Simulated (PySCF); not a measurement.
**Geometry relaxation, with input and output: C2H9GeP**

The run: geometry relaxation of C2H9GeP, SMILES C[CH2][GeH2][PH2]. Method and program: PBE0-D3(BJ)/def2-SVP geometry optimisation, gas phase (PySCF 2.14.0).

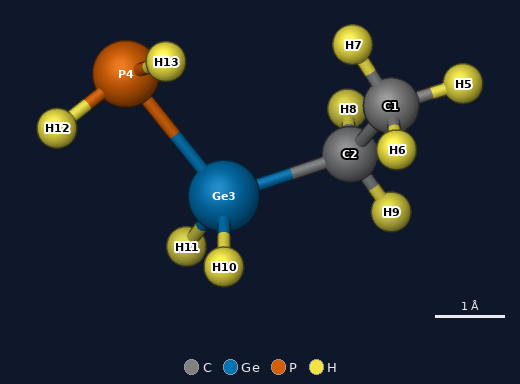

Figure 1. The input geometry (ball-and-stick view, seen at a tilt; atoms are numbered from 1 in the order of the input). Sticks mark near contacts.

**The input**
```
{"job": {"xc": "PBE0", "basis": "def2-SVP", "d3": "d3bj", "grid": 1, "maxiter": 30, "shake": 0.01, "kind": "geom"}, "charge": 0, "multiplicity": 1}
C     -1.331860     1.044340    -0.286570
C     -1.132240    -0.439820    -0.309830
Ge     0.779940    -0.926760    -0.256310
P      1.819080    -0.166640     1.689340
H     -2.417840     1.298420    -0.332510
H     -0.878610     1.544160    -1.152240
H     -0.924840     1.507330     0.614910
H     -1.607810    -0.885880     0.545470
H     -1.577270    -0.862370    -1.182890
H      1.483780    -0.431700    -1.498490
H      0.923310    -2.434060    -0.313050
H      3.077280    -0.416950     1.238970
H      1.792900     1.153050     1.232860
```

The first line tells a small driver script what to run in PySCF; the rest is the geometry in Å.

Launch command:
```bash
OMP_NUM_THREADS=1 python <driver script> task.json out
```

**What the program printed**
```
step   0  E = -2499.06994249  max force = 0.034912
step   1  E = -2499.07576408  max force = 0.007856
step   2  E = -2499.07619132  max force = 0.001465
step   3  E = -2499.07621278  max force = 0.000273
step   4  E = -2499.07622252  max force = 0.000837
step   5  E = -2499.07623172  max force = 0.000887
step   6  E = -2499.07624184  max force = 0.000643
step   7  E = -2499.07625464  max force = 0.000433
optimisation converged
```

**Trajectory as extended XYZ (Å, eV, eV/Å), 8 frames, from step=0 to step=7**
```
13
Properties=species:S:1:pos:R:3:forces:R:3 step=0 energy=-68003.15690
C    -1.3319    1.0443   -0.2866   -0.9087   0.6994  -0.2973
C    -1.1322   -0.4398   -0.3098    1.2499   0.4612   0.5048
Ge    0.7799   -0.9268   -0.2563   -0.3879  -0.1380   0.2272
P     1.8191   -0.1666    1.6893   -1.7953  -0.3393   0.7549
H    -2.4178    1.2984   -0.3325    0.4012  -0.0315   0.1203
H    -0.8786    1.5442   -1.1522    0.1660   0.0512  -0.0946
H    -0.9248    1.5073    0.6149    0.0964   0.1582   0.2587
H    -1.6078   -0.8859    0.5455   -0.3879  -0.5091   0.7163
H    -1.5773   -0.8624   -1.1829   -0.3936  -0.6338  -1.0380
H     1.4838   -0.4317   -1.4985    0.2682   0.3908  -0.4874
H     0.9233   -2.4341   -0.3130    0.0315  -0.5654   0.1227
H     3.0773   -0.4169    1.2390    1.5550  -0.2706  -0.6231
H     1.7929    1.1530    1.2329    0.1053   0.7268  -0.1645
13
Properties=species:S:1:pos:R:3:forces:R:3 step=1 energy=-68003.31531
C    -1.2516    1.0852    0.0528    0.1092  -0.0064   0.0438
C    -1.0279   -0.4205    0.0304   -0.2414  -0.2050  -0.1367
Ge    0.8580   -0.9578    0.0092    0.1102   0.0186  -0.1624
P     1.8384   -0.1032    1.9471    0.4040   0.0006  -0.2058
H    -2.3227    1.3335    0.0580   -0.0656   0.0093  -0.0084
H    -0.8039    1.5763   -0.8252    0.0089   0.0145  -0.0128
H    -0.8082    1.5490    0.9494   -0.0113  -0.0059  -0.0221
H    -1.4984   -0.8997    0.9095    0.0710   0.0378  -0.0969
H    -1.5061   -0.8750   -0.8624    0.0885   0.0909   0.1898
H     1.5563   -0.4005   -1.2711   -0.1114  -0.1093   0.1946
H     0.9954   -2.5061    0.0223   -0.0148   0.2053   0.0198
H     3.1873   -0.3541    1.4776   -0.3719   0.1017   0.1696
H     1.8306    1.2489    1.4604    0.0245  -0.1522   0.0275
13
Properties=species:S:1:pos:R:3:forces:R:3 step=2 energy=-68003.32694
C    -1.2586    1.0830    0.0485    0.0073   0.0032   0.0142
C    -1.0328   -0.4226    0.0266   -0.0482  -0.0479  -0.0308
Ge    0.8582   -0.9467    0.0095    0.0018   0.0469   0.0064
P     1.8528   -0.1055    1.9459    0.0676  -0.0056  -0.0531
H    -2.3325    1.3288    0.0512    0.0027   0.0053  -0.0075
H    -0.8105    1.5760   -0.8290   -0.0006  -0.0007  -0.0007
H    -0.8184    1.5482    0.9450   -0.0036  -0.0008  -0.0008
H    -1.4977   -0.9034    0.9034    0.0173   0.0074  -0.0014
H    -1.5064   -0.8776   -0.8605    0.0231   0.0135   0.0212
H     1.5492   -0.4039   -1.2620   -0.0043  -0.0025  -0.0034
H     0.9944   -2.4819    0.0290    0.0048  -0.0210   0.0140
H     3.1895   -0.3564    1.4950   -0.0753   0.0041   0.0318
H     1.8601    1.2378    1.4554    0.0074  -0.0018   0.0102
13
Properties=species:S:1:pos:R:3:forces:R:3 step=3 energy=-68003.32752
C    -1.2617    1.0813    0.0468    0.0003  -0.0005   0.0039
C    -1.0340   -0.4242    0.0249   -0.0117  -0.0086  -0.0019
Ge    0.8586   -0.9423    0.0103   -0.0004   0.0120   0.0085
P     1.8537   -0.1004    1.9448   -0.0140   0.0069  -0.0086
H    -2.3356    1.3271    0.0463    0.0016   0.0009  -0.0050
H    -0.8119    1.5749   -0.8295    0.0013  -0.0001  -0.0006
H    -0.8241    1.5467    0.9444   -0.0015  -0.0015   0.0013
H    -1.4968   -0.9052    0.9021    0.0058  -0.0011   0.0068
H    -1.5040   -0.8809   -0.8618    0.0014   0.0016  -0.0073
H     1.5490   -0.4043   -1.2630   -0.0011   0.0014  -0.0099
H     0.9961   -2.4783    0.0371    0.0066  -0.0063   0.0089
H     3.1862   -0.3609    1.5006    0.0061  -0.0110   0.0016
H     1.8718    1.2425    1.4551    0.0057   0.0064   0.0026
13
Properties=species:S:1:pos:R:3:forces:R:3 step=4 energy=-68003.32778
C    -1.2658    1.0787    0.0442   -0.0027  -0.0010  -0.0019
C    -1.0352   -0.4265    0.0227    0.0110   0.0099   0.0118
Ge    0.8593   -0.9376    0.0123   -0.0014  -0.0093   0.0006
P     1.8528   -0.0907    1.9442   -0.0431   0.0158   0.0148
H    -2.3400    1.3235    0.0388    0.0004  -0.0019  -0.0025
H    -0.8131    1.5737   -0.8298    0.0024  -0.0003   0.0002
H    -0.8328    1.5439    0.9442   -0.0009  -0.0003   0.0013
H    -1.4965   -0.9079    0.9002   -0.0019  -0.0053   0.0040
H    -1.5010   -0.8850   -0.8648   -0.0086  -0.0028  -0.0131
H     1.5494   -0.4060   -1.2642   -0.0027   0.0010  -0.0053
H     1.0004   -2.4738    0.0496    0.0070   0.0030   0.0036
H     3.1835   -0.3670    1.5090    0.0346  -0.0131  -0.0099
H     1.8863    1.2507    1.4517    0.0058   0.0044  -0.0036
13
Properties=species:S:1:pos:R:3:forces:R:3 step=5 energy=-68003.32803
C    -1.2725    1.0736    0.0401   -0.0046  -0.0014  -0.0054
C    -1.0363   -0.4308    0.0188    0.0293   0.0217   0.0207
Ge    0.8611   -0.9313    0.0166   -0.0022  -0.0276  -0.0073
P     1.8486   -0.0695    1.9438   -0.0456   0.0216   0.0284
H    -2.3472    1.3156    0.0254   -0.0010  -0.0039   0.0003
H    -0.8137    1.5715   -0.8292    0.0026  -0.0008   0.0005
H    -0.8486    1.5383    0.9446   -0.0004   0.0010   0.0003
H    -1.4968   -0.9136    0.8959   -0.0097  -0.0083  -0.0025
H    -1.4956   -0.8917   -0.8708   -0.0143  -0.0040  -0.0103
H     1.5505   -0.4108   -1.2651   -0.0031   0.0008   0.0009
H     1.0100   -2.4667    0.0727    0.0053   0.0098  -0.0029
H     3.1782   -0.3749    1.5258    0.0387  -0.0092  -0.0125
H     1.9095    1.2663    1.4392    0.0051   0.0002  -0.0101
13
Properties=species:S:1:pos:R:3:forces:R:3 step=6 energy=-68003.32831
C    -1.2795    1.0664    0.0359   -0.0041  -0.0008  -0.0047
C    -1.0367   -0.4370    0.0142    0.0330   0.0212   0.0205
Ge    0.8636   -0.9259    0.0229   -0.0017  -0.0325  -0.0099
P     1.8409   -0.0381    1.9429   -0.0249   0.0203   0.0255
H    -2.3549    1.3042    0.0094   -0.0016  -0.0039   0.0022
H    -0.8128    1.5685   -0.8267    0.0012  -0.0013   0.0000
H    -0.8678    1.5302    0.9466    0.0001   0.0017  -0.0010
H    -1.4984   -0.9222    0.8895   -0.0131  -0.0086  -0.0076
H    -1.4888   -0.8996   -0.8783   -0.0131  -0.0023  -0.0034
H     1.5526   -0.4189   -1.2646   -0.0022   0.0008   0.0056
H     1.0238   -2.4593    0.1021    0.0013   0.0104  -0.0072
H     3.1702   -0.3790    1.5493    0.0224  -0.0016  -0.0075
H     1.9352    1.2867    1.4148    0.0028  -0.0035  -0.0127
13
Properties=species:S:1:pos:R:3:forces:R:3 step=7 energy=-68003.32866
C    -1.2855    1.0580    0.0334   -0.0019  -0.0001  -0.0005
C    -1.0361   -0.4443    0.0104    0.0202   0.0102   0.0122
Ge    0.8666   -0.9232    0.0302   -0.0004  -0.0223  -0.0063
P     1.8311    0.0001    1.9402    0.0047   0.0110   0.0107
H    -2.3616    1.2911   -0.0050   -0.0015  -0.0021   0.0029
H    -0.8106    1.5650   -0.8219   -0.0013  -0.0015  -0.0010
H    -0.8866    1.5202    0.9506    0.0009   0.0018  -0.0019
H    -1.5011   -0.9331    0.8820   -0.0102  -0.0056  -0.0084
H    -1.4816   -0.9073   -0.8856   -0.0054   0.0010   0.0034
H     1.5554   -0.4296   -1.2626   -0.0004   0.0003   0.0064
H     1.0388   -2.4536    0.1324   -0.0033   0.0058  -0.0070
H     3.1606   -0.3756    1.5752   -0.0012   0.0060  -0.0003
H     1.9579    1.3083    1.3786   -0.0001  -0.0046  -0.0102
```

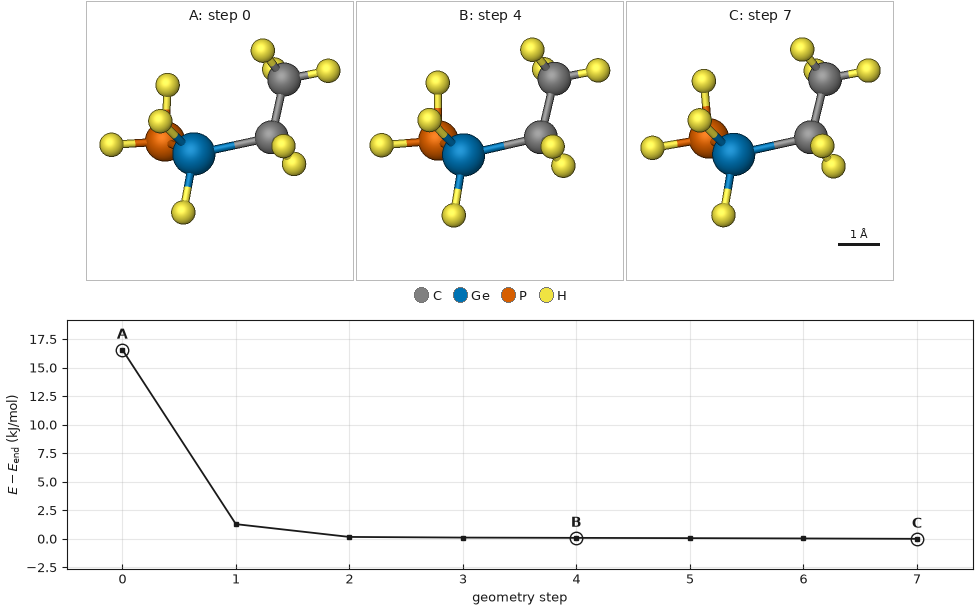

Figure 2. Frames of the relaxation (ball-and-stick view, seen at a tilt) above the curves, on which the letters mark them (steps are counted from 0).

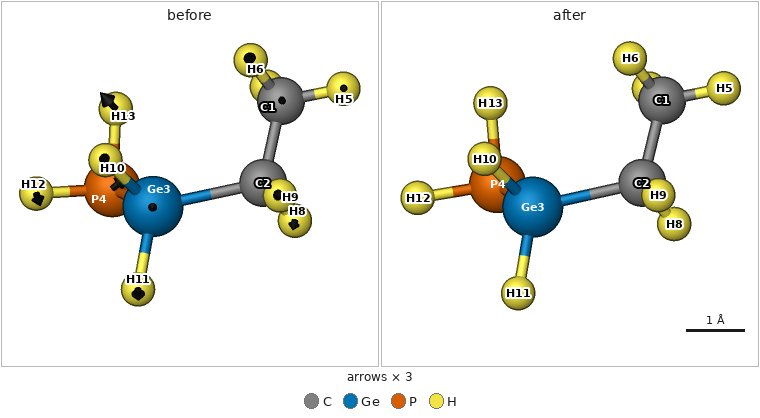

Figure 3. Before (left) and after (right) the relaxation, at one scale (ball-and-stick view, seen at a tilt). The black arrows give the displacements, magnified 3 times. The largest move after the best rigid fit is that of H13, 0.15 Å. By element the largest moves are H 0.15 Å, P 0.12 Å, Ge 0.04 Å, C 0.04 Å. Distances before and after: P4–H12 1.360 → 1.429 Å, C2–H9 1.067 → 1.103 Å, Ge3–H10 1.511 → 1.546 Å, P4–H13 1.397 → 1.429 Å. Among the angles that change: H10–Ge3–H11 104.5° → 108.8°, C2–Ge3–P4 111.9° → 108.2°, Ge3–P4–H13 91.5° → 94.4°. The energy falls by 16.6 kJ/mol in 7 geometry steps. Largest force component: 1.8 eV/Å at the start, 0.022 eV/Å at the end. (Atoms are counted from 1 in the order of the input.)

**Summary**

```json
{"quantity": "outcome", "value": "converged"}
{"quantity": "total energy", "value": "−2499.076255 hartree"}
{"quantity": "dipole moment", "value": "1.11 D"}
{"quantity": "point group", "value": "C1"}
{"quantity": "hardware", "value": "1 CPU thread, shared host"}
{"quantity": "wall time", "value": "49 s"}
{"quantity": "peak memory", "value": "0.53 GiB"}
```
